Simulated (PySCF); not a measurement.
SMILES Cl[SiH](Cl)C[Si](F)(F)F at its PBE0/def2-SVP optimised geometry (Å):

```
11

Si     0.8572    -1.0401     0.0221
F      2.4417    -0.7971     0.0008
F      0.5034    -1.9472    -1.2474
F      0.5306    -1.8922     1.3359
C     -0.0363     0.5660     0.0000
Si    -1.9037     0.5660     0.0000
Cl    -2.5886    -0.4008     1.6794
Cl    -2.5897    -0.4002    -1.6790
H      0.2973     1.1241    -0.8932
H      0.2967     1.1449     0.8802
H     -2.4417     1.9472     0.0000
```

Calculation: PBE0/def2-TZVP in PySCF. Cells within 0.4 Å of a nucleus heavier than hydrogen are left out (blank, or x).

Map of the deformation density (molecule minus spherical neutral atoms) (e/bohr³) on the plane z = 0.0 Å:

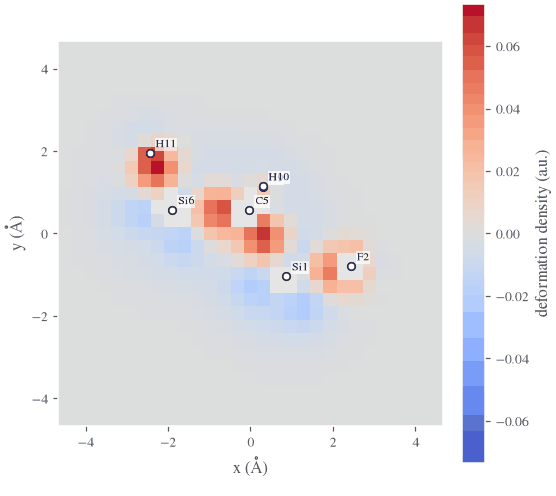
Deformation density (molecule minus spherical neutral atoms) (e/bohr³) on the plane z = 0.0 Å.
